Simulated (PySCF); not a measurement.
# Run report: C2H3F3O, geometry relaxation (part 1 of 2)

System: C2H3F3O.
Method: HF/6-31G*, RHF (PySCF 2.14.0).

The geometry comes from this level: GFN2-xTB symmetrised.

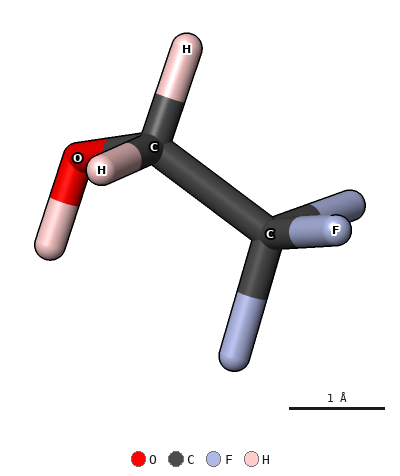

**Figure 1.** The input geometry (stick view, seen at a tilt). Bond lengths as drawn: C–C 1.53 Å, C–F 1.33 to 1.35 Å, C–H 1.09 to 1.10 Å, C–O 1.39 Å and H–O 0.97 Å.

Results in brief

```tsv
quantity	value
outcome	converged
total energy	−450.659192 hartree
basis functions	90
HOMO	−13.07 eV
LUMO	5.95 eV
zero-point energy	0.062932 hartree
dipole moment	1.88 D
wavenumbers, lowest and highest	128 and 4087 cm⁻¹
hardware	1 thread of Intel Xeon (Sapphire Rapids), 16 GiB of memory available, shared host
wall time	2.2 min
peak memory	0.21 GiB
```

Input file (run.py)
```python
from pyscf import gto, scf, symm
from pyscf.hessian import thermo
from pyscf.geomopt.geometric_solver import kernel as optimise

mol = gto.M(
    atom='''
O      1.018224    -3.733976    -0.586023
C      0.710369    -1.899676     1.271710
C     -0.197852     0.617364     0.169622
F     -2.483949     0.476202    -0.883504
F      1.391407     1.440623    -1.636276
F     -0.298764     2.424188     1.940068
H      2.215970    -3.167020    -1.840442
H     -0.727788    -2.593564     2.580723
H      2.466265    -1.511186     2.313686
''',
    max_memory=1860,
    verbose=3,
    unit='bohr',
    basis='6-31g*',
)

mf = scf.RHF(mol)
mf.conv_tol = 1e-10
converged, mol_eq = optimise(mf, maxsteps=80)
print('converged:', converged)
print(mol_eq.tostring())

mf.reset(mol_eq)
mol = mol_eq
mf.kernel()
energy = mf.e_tot
print('E(%s) = %.9f' % ('HF', energy))
hess = mf.Hessian().kernel()
modes = thermo.harmonic_analysis(mol, hess)
thermo.dump_normal_mode(mol, modes)
symm.geom.TOLERANCE = 1e-3  # for the symmetry number
th = thermo.thermo(mf, modes['freq_au'], 298.15, 101325)
thermo.dump_thermo(mol, th)
```

Command:
```bash
OMP_NUM_THREADS=1 python run.py
```

Log
```
#|     Arguments passed to driver run_optimizer():      |#
customengine              <pyscf.geomopt.geometric_solver.PySCFEngine object>
maxiter                   80
----------------------------------------------------------
Custom engine selected.
Bonds will be generated from interatomic distances less than 1.20 times sum of covalent radii
27 internal coordinates being used (instead of 27 Cartesians)
Internal coordinate system (atoms numbered from 1):
Distance 1-2
Distance 1-7
Distance 2-3
Distance 2-8
Distance 2-9
Distance 3-4
Distance 3-5
Distance 3-6
Angle 2-1-7
Angle 1-2-3
Angle 1-2-8
Angle 1-2-9
Angle 3-2-8
Angle 3-2-9
Angle 8-2-9
Angle 2-3-4
Angle 2-3-5
Angle 2-3-6
Angle 4-3-5
Angle 4-3-6
Angle 5-3-6
Dihedral 7-1-2-3
Dihedral 7-1-2-8
Dihedral 7-1-2-9
Dihedral 1-2-3-4
Dihedral 1-2-3-5
Dihedral 1-2-3-6
Dihedral 8-2-3-4
Dihedral 8-2-3-5
Dihedral 8-2-3-6
Dihedral 9-2-3-4
Dihedral 9-2-3-5
Dihedral 9-2-3-6
Translation-X 1-9
Translation-Y 1-9
Translation-Z 1-9
Rotation-A 1-9
Rotation-B 1-9
Rotation-C 1-9
<class 'geometric.internal.Distance'> : 8
<class 'geometric.internal.Angle'> : 13
<class 'geometric.internal.Dihedral'> : 12
<class 'geometric.internal.TranslationX'> : 1
<class 'geometric.internal.TranslationY'> : 1
<class 'geometric.internal.TranslationZ'> : 1
<class 'geometric.internal.RotationA'> : 1
<class 'geometric.internal.RotationB'> : 1
<class 'geometric.internal.RotationC'> : 1
> ===== Optimization Info: ====
> Job type: Energy minimization
> Maximum number of optimization cycles: 80
> Initial / maximum trust radius (Angstrom): 0.100 / 0.300
> Convergence Criteria:
> Will converge when all 5 criteria are reached:
>  |Delta-E| < 1.00e-06
>  RMS-Grad  < 3.00e-04
>  Max-Grad  < 4.50e-04
>  RMS-Disp  < 1.20e-03
>  Max-Disp  < 1.80e-03
> === End Optimization Info ===

Geometry optimization cycle 1
Cartesian coordinates (Angstrom)
 Atom        New coordinates             dX        dY        dZ
   O   0.538821  -1.975935  -0.310110    0.000000  0.000000  0.000000
   C   0.375911  -1.005265   0.672960    0.000000  0.000000  0.000000
   C  -0.104699   0.326695   0.089760    0.000000  0.000000  0.000000
   F  -1.314449   0.251995  -0.467530    0.000000  0.000000  0.000000
   F   0.736301   0.762345  -0.865880   -0.000000  0.000000  0.000000
   F  -0.158099   1.282825   1.026640    0.000000  0.000000  0.000000
   H   1.172641  -1.675915  -0.973920    0.000000  0.000000  0.000000
   H  -0.385129  -1.372455   1.365660    0.000000  0.000000  0.000000
   H   1.305091  -0.799685   1.224350    0.000000  0.000000  0.000000
converged SCF energy = -450.657062745984
--------------- RHF_Scanner gradients ---------------
         x                y                z
0 O    -0.0094494770    -0.0106087830     0.0103707667
1 C     0.0014841316    -0.0075345050    -0.0027745926
2 C     0.0043933935    -0.0114529096     0.0062460691
3 F    -0.0158757300     0.0021887309    -0.0081006915
4 F     0.0087821398     0.0082619084    -0.0122212276
5 F    -0.0017586766     0.0162349871     0.0100345151
6 H     0.0108054541     0.0051158945    -0.0131164380
7 H    -0.0072996465    -0.0043897533     0.0049041620
8 H     0.0089184112     0.0021844299     0.0046574367
----------------------------------------------
cycle 1: E = -450.657062746  dE = -450.657  norm(grad) = 0.0454717
Step    0 : Gradient = 1.516e-02/1.917e-02 (rms/max) Energy = -450.6570627460
Hessian Eigenvalues: 2.30000e-02 2.30000e-02 5.00000e-02 ... 5.59941e-01 5.72736e-01 5.85628e-01

Geometry optimization cycle 2
Cartesian coordinates (Angstrom)
 Atom        New coordinates             dX        dY        dZ
   O   0.526197  -1.944320  -0.321416   -0.012624  0.031615 -0.011306
   C   0.370165  -0.988367   0.667768   -0.005746  0.016899 -0.005192
   C  -0.100203   0.314996   0.087667    0.004496 -0.011699 -0.002093
   F  -1.297107   0.220956  -0.456309    0.017343 -0.031039  0.011221
   F   0.741941   0.724720  -0.856077    0.005640 -0.037625  0.009803
   F  -0.145227   1.243719   1.028037    0.012872 -0.039106  0.001397
   H   1.164404  -1.645346  -0.955978   -0.008236  0.030569  0.017942
   H  -0.380156  -1.341023   1.356474    0.004973  0.031431 -0.009186
   H   1.286374  -0.790730   1.211763   -0.018717  0.008955 -0.012586
converged SCF energy = -450.658973098665
--------------- RHF_Scanner gradients ---------------
         x                y                z
0 O     0.0001109513     0.0019590871     0.0012386592
1 C     0.0001127922     0.0008283982    -0.0005467821
2 C     0.0004551154    -0.0002220870    -0.0003162793
3 F    -0.0008484991    -0.0016212439     0.0003483418
4 F     0.0014029579    -0.0018726923     0.0000199237
5 F     0.0007149952    -0.0017446868     0.0012971714
6 H    -0.0008877666     0.0008571351     0.0001578960
7 H     0.0001341232     0.0011405580    -0.0014238971
8 H    -0.0011946693     0.0006755315    -0.0007750336
----------------------------------------------
cycle 2: E = -450.658973099  dE = -0.00191035  norm(grad) = 0.00531983
Step    1 : Displace = 3.238e-02/4.119e-02 (rms/max) Trust = 1.000e-01 (=) Grad = 1.773e-03/2.340e-03 (rms/max) E (change) = -450.6589730987 (-1.910e-03) Quality = 0.860
Hessian Eigenvalues: 2.26098e-02 2.30036e-02 5.00000e-02 ... 5.51019e-01 5.68740e-01 5.81165e-01

Geometry optimization cycle 3
Cartesian coordinates (Angstrom)
 Atom        New coordinates             dX        dY        dZ
   O   0.526189  -1.953119  -0.321360   -0.000008 -0.008799  0.000056
   C   0.371535  -0.990284   0.664978    0.001370 -0.001918 -0.002790
   C  -0.102755   0.321926   0.088550   -0.002552  0.006929  0.000883
   F  -1.298047   0.235059  -0.456801   -0.000940  0.014103 -0.000492
   F   0.730392   0.746467  -0.855152   -0.011549  0.021746  0.000925
   F  -0.152563   1.253356   1.025124   -0.007336  0.009637 -0.002913
   H   1.176367  -1.671054  -0.950720    0.011962 -0.025708  0.005258
   H  -0.374768  -1.347081   1.357562    0.005388 -0.006058  0.001088
   H   1.290038  -0.800665   1.209748    0.003664 -0.009935 -0.002015
converged SCF energy = -450.659106564256
--------------- RHF_Scanner gradients ---------------
         x                y                z
0 O     0.0016067155    -0.0001910544     0.0001595886
1 C    -0.0000459477    -0.0000919979     0.0000748803
2 C     0.0000455708    -0.0008274837     0.0010908014
3 F     0.0013811825     0.0011685374     0.0003228392
4 F    -0.0013020094     0.0004277070     0.0003982713
5 F    -0.0002052229    -0.0001362084    -0.0016952895
6 H    -0.0011981229    -0.0000455416     0.0002444680
7 H     0.0002551541     0.0001290076    -0.0005498256
8 H    -0.0005373200    -0.0004329661    -0.0000457336
----------------------------------------------
cycle 3: E = -450.659106564  dE = -0.000133466  norm(grad) = 0.00390446
Step    2 : Displace = 1.536e-02/2.883e-02 (rms/max) Trust = 1.414e-01 (+) Grad = 1.301e-03/1.838e-03 (rms/max) E (change) = -450.6591065643 (-1.335e-04) Quality = 0.808
Hessian Eigenvalues: 1.93150e-02 2.29997e-02 5.00000e-02 ... 5.56350e-01 5.70566e-01 5.91257e-01

Geometry optimization cycle 4
Cartesian coordinates (Angstrom)
 Atom        New coordinates             dX        dY        dZ
   O   0.521519  -1.951630  -0.324330   -0.004670  0.001488 -0.002970
   C   0.370970  -0.988989   0.663604   -0.000565  0.001296 -0.001374
   C  -0.103734   0.324139   0.087810   -0.000979  0.002214 -0.000740
   F  -1.300165   0.233055  -0.456954   -0.002118 -0.002004 -0.000153
   F   0.732078   0.748058  -0.854911    0.001686  0.001591  0.000241
   F  -0.153358   1.252546   1.028936   -0.000795 -0.000810  0.003812
   H   1.181825  -1.676918  -0.947772    0.005458 -0.005864  0.002949
   H  -0.374552  -1.345608   1.358781    0.000216  0.001473  0.001219
   H   1.291805  -0.800048   1.206765    0.001767  0.000617 -0.002983
converged SCF energy = -450.659143643532
--------------- RHF_Scanner gradients ---------------
         x                y                z
0 O     0.0007592985    -0.0006163751     0.0003457212
1 C    -0.0000907858     0.0000066582    -0.0001314216
2 C    -0.0003177251     0.0007360221     0.0001636422
3 F    -0.0001715943    -0.0000597181     0.0000163938
4 F     0.0002398305     0.0000535351    -0.0003589000
5 F     0.0001042347     0.0000959861     0.0000435576
6 H    -0.0003520305     0.0001382780    -0.0004804378
7 H    -0.0002592237    -0.0001387410     0.0000243146
8 H     0.0000879956    -0.0002156452     0.0003771299
----------------------------------------------
cycle 4: E = -450.659143644  dE = -3.70793e-05  norm(grad) = 0.00163487
Step    3 : Displace = 4.241e-03/8.542e-03 (rms/max) Trust = 2.000e-01 (+) Grad = 5.450e-04/1.037e-03 (rms/max) E (change) = -450.6591436435 (-3.708e-05) Quality = 1.257
Hessian Eigenvalues: 1.02135e-02 2.30040e-02 5.00000e-02 ... 5.64945e-01 5.79177e-01 6.95470e-01

Geometry optimization cycle 5
Cartesian coordinates (Angstrom)
 Atom        New coordinates             dX        dY        dZ
   O   0.513348  -1.948771  -0.329063   -0.008171  0.002859 -0.004733
   C   0.370413  -0.987929   0.661506   -0.000557  0.001060 -0.002098
   C  -0.104534   0.324911   0.087767   -0.000799  0.000772 -0.000043
   F  -1.300913   0.232720  -0.457460   -0.000748 -0.000335 -0.000506
   F   0.731780   0.751334  -0.853009   -0.000299  0.003276  0.001902
   F  -0.155608   1.250725   1.031891   -0.002250 -0.001821  0.002955
   H   1.190150  -1.685211  -0.939902    0.008325 -0.008293  0.007869
   H  -0.372624  -1.343229   1.360248    0.001928  0.002379  0.001467
   H   1.294376  -0.799944   1.199952    0.002570  0.000104 -0.006813
converged SCF energy = -450.659171994291
--------------- RHF_Scanner gradients ---------------
         x                y                z
0 O    -0.0000477174    -0.0004278255     0.0003640292
1 C     0.0000535929     0.0001725651    -0.0002296510
2 C    -0.0000251758     0.0005354939    -0.0001700769
3 F    -0.0004930066    -0.0003458286    -0.0000418905
4 F     0.0004067709    -0.0001102700    -0.0003109745
5 F     0.0001773391    -0.0000292804     0.0003870457
6 H     0.0000920080     0.0003228882    -0.0004636206
7 H    -0.0003575699    -0.0001325201     0.0000997545
8 H     0.0001937588     0.0000147773     0.0003653841
----------------------------------------------
cycle 5: E = -450.659171994  dE = -2.83508e-05  norm(grad) = 0.00148145
Step    4 : Displace = 6.679e-03/1.415e-02 (rms/max) Trust = 2.828e-01 (+) Grad = 4.938e-04/6.037e-04 (rms/max) E (change) = -450.6591719943 (-2.835e-05) Quality = 1.488
Hessian Eigenvalues: 4.36087e-03 2.30443e-02 5.00000e-02 ... 5.63887e-01 5.79248e-01 7.24848e-01

Geometry optimization cycle 6
Cartesian coordinates (Angstrom)
 Atom        New coordinates             dX        dY        dZ
   O   0.503480  -1.946320  -0.334999   -0.009868  0.002451 -0.005936
   C   0.369802  -0.986510   0.657858   -0.000611  0.001419 -0.003647
   C  -0.106383   0.327250   0.088354   -0.001849  0.002339  0.000587
   F  -1.301691   0.235028  -0.458737   -0.000779  0.002308 -0.001277
   F   0.730189   0.759152  -0.848875   -0.001590  0.007818  0.004134
   F  -0.160930   1.249585   1.036092   -0.005322 -0.001140  0.004201
   H   1.202175  -1.702601  -0.928719    0.012025 -0.017390  0.011183
   H  -0.368230  -1.340401   1.362051    0.004393  0.002828  0.001804
   H   1.297977  -0.800577   1.188904    0.003601 -0.000633 -0.011048
converged SCF energy = -450.659190618666
--------------- RHF_Scanner gradients ---------------
         x                y                z
0 O    -0.0001481376    -0.0000995917     0.0000247231
1 C     0.0000068982     0.0001746589    -0.0000392475
2 C     0.0000749881     0.0002575010    -0.0001722250
3 F    -0.0003040332    -0.0002633768    -0.0000254688
4 F     0.0001682037    -0.0001936768    -0.0000503219
5 F     0.0000988643     0.0000342705     0.0003070330
6 H     0.0001686510     0.0000727791    -0.0001530185
7 H    -0.0001097472    -0.0000104091     0.0000080602
8 H     0.0000443126     0.0000278449     0.0001004656
----------------------------------------------
cycle 6: E = -450.659190619  dE = -1.86244e-05  norm(grad) = 0.000764441
Step    5 : Displace = 1.074e-02/2.393e-02 (rms/max) Trust = 3.000e-01 (+) Grad = 2.548e-04/4.031e-04 (rms/max) E (change) = -450.6591906187 (-1.862e-05) Quality = 1.132
Hessian Eigenvalues: 3.97536e-03 2.31429e-02 5.00000e-02 ... 5.65410e-01 5.79166e-01 6.86009e-01

Geometry optimization cycle 7
Cartesian coordinates (Angstrom)
 Atom        New coordinates             dX        dY        dZ
   O   0.501813  -1.946429  -0.335390   -0.001667 -0.000109 -0.000391
   C   0.369901  -0.986512   0.657404    0.000099 -0.000003 -0.000454
   C  -0.106593   0.327495   0.088347   -0.000210  0.000245 -0.000007
   F  -1.301218   0.235905  -0.459898    0.000474  0.000877 -0.001162
   F   0.730161   0.761538  -0.847675   -0.000028  0.002386  0.001200
   F  -0.162720   1.249106   1.036542   -0.001790 -0.000479  0.000451
   H   1.202974  -1.705637  -0.927086    0.000800 -0.003035  0.001634
   H  -0.366848  -1.340249   1.362905    0.001382  0.000153  0.000853
   H   1.298918  -0.800613   1.186779    0.000941 -0.000036 -0.002125
converged SCF energy = -450.659192027339
--------------- RHF_Scanner gradients ---------------
         x                y                z
0 O    -0.0000711393     0.0000277310    -0.0000185138
1 C     0.0000261344     0.0000327842     0.0000444244
2 C     0.0001021629     0.0000032022    -0.0001105809
3 F    -0.0001070971    -0.0000279742     0.0000325679
4 F     0.0000127198    -0.0000076247    -0.0000167747
5 F     0.0000251637    -0.0000150070     0.0000305795
6 H     0.0000470367     0.0000188244     0.0000131694
7 H    -0.0000309126    -0.0000518224    -0.0000098020
8 H    -0.0000040685     0.0000198863     0.0000349304
----------------------------------------------
cycle 7: E = -450.659192027  dE = -1.40867e-06  norm(grad) = 0.00023727
Step    6 : Displace = 2.027e-03/3.539e-03 (rms/max) Trust = 3.000e-01 (=) Grad = 7.909e-05/1.506e-04 (rms/max) E (change) = -450.6591920273 (-1.409e-06) Quality = 1.179
Hessian Eigenvalues: 3.93707e-03 1.89942e-02 5.00000e-02 ... 5.65677e-01 5.80718e-01 6.55294e-01

Geometry optimization cycle 8
Cartesian coordinates (Angstrom)
 Atom        New coordinates             dX        dY        dZ
   O   0.501412  -1.946790  -0.335182   -0.000402 -0.000361  0.000207
   C   0.370073  -0.986478   0.657310    0.000172  0.000034 -0.000095
   C  -0.106694   0.327583   0.088544   -0.000102  0.000087  0.000197
   F  -1.300608   0.235930  -0.460979    0.000610  0.000025 -0.001080
   F   0.730575   0.762337  -0.846664    0.000413  0.000798  0.001011
   F  -0.163957   1.248967   1.036860   -0.001236 -0.000139  0.000317
   H   1.202303  -1.706644  -0.927364   -0.000671 -0.001007 -0.000278
   H  -0.366151  -1.339825   1.363454    0.000697  0.000424  0.000550
   H   1.299436  -0.800474   1.185950    0.000518  0.000139 -0.000829
converged SCF energy = -450.659192374478
--------------- RHF_Scanner gradients ---------------
         x                y                z
0 O     0.0000326876     0.0000246583    -0.0000532405
1 C     0.0000127383    -0.0000127547     0.0000220015
2 C     0.0000151312    -0.0000345382     0.0000168690
3 F     0.0000256298     0.0000332773     0.0000060357
4 F    -0.0000761744    -0.0000192816     0.0000240699
5 F     0.0000168149     0.0000299473    -0.0000251015
6 H    -0.0000062195    -0.0000315163     0.0000333873
7 H     0.0000024311     0.0000005100    -0.0000289735
8 H    -0.0000230390     0.0000096980     0.0000049521
----------------------------------------------
cycle 8: E = -450.659192374  dE = -3.47139e-07  norm(grad) = 0.000145025
```

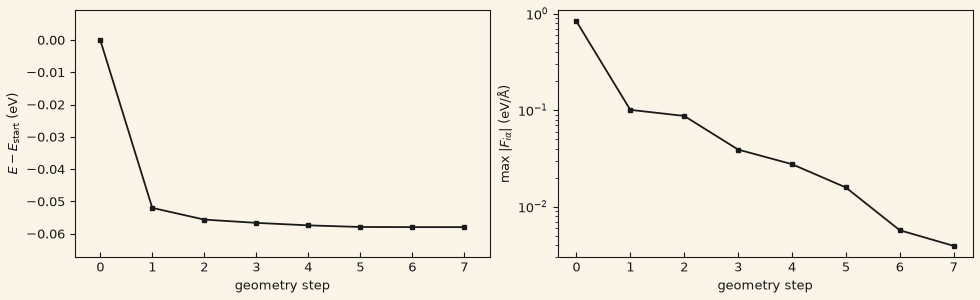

**Figure 2.** Progress of the relaxation, step by step (steps are counted from 0).

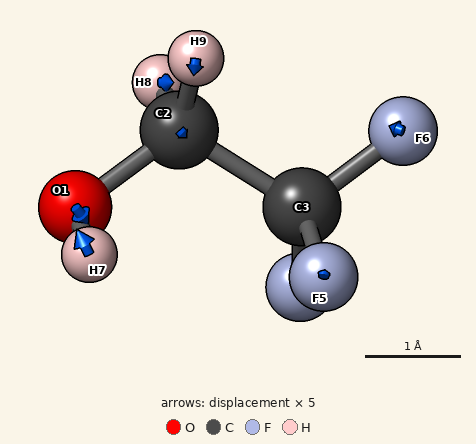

**Figure 3.** The starting structure with the displacements as blue arrows, magnified 5 times (ball-and-stick view, seen at a tilt). The two geometries are laid on each other by the best rigid fit. The energy falls by 0.058 eV in 7 geometry steps. The largest force component goes from 0.83 to 0.0039 eV/Å. The atom that moves furthest after the best rigid fit is H7 (0.063 Å). Largest moves by element: H 0.063 Å, O 0.054 Å, F 0.036 Å, C 0.025 Å. Among the contacts that change: C2–C3 1.531 → 1.509 Å, O1–H7 0.966 → 0.948 Å, C3–F5 1.345 → 1.328 Å, C3–F4 1.334 → 1.318 Å. (Atoms are counted from 1 in the order of the input.)

```
Step    7 : Displace = 9.963e-04/1.343e-03 (rms/max) Trust = 3.000e-01 (=) Grad = 4.834e-05/8.218e-05 (rms/max) E (change) = -450.6591923745 (-3.471e-07) Quality = 1.287
Hessian Eigenvalues: 3.93707e-03 1.89942e-02 5.00000e-02 ... 5.65677e-01 5.80718e-01 6.55294e-01
Converged! =D

converged: True
O           0.50141152       -1.94678993       -0.33518217
C           0.37007330       -0.98647839        0.65730964
C          -0.10669433        0.32758274        0.08854389
F          -1.30060767        0.23593020       -0.46097854
F           0.73057453        0.76233653       -0.84666368
F          -0.16395659        1.24896662        1.03685971
H           1.20230287       -1.70664400       -0.92736385
H          -0.36615071       -1.33982494        1.36345431
H           1.29943614       -0.80047394        1.18595008
converged SCF energy = -450.659192374478
E(HF) = -450.659192374
Mode                                 0                   1                   2
Irrep
```
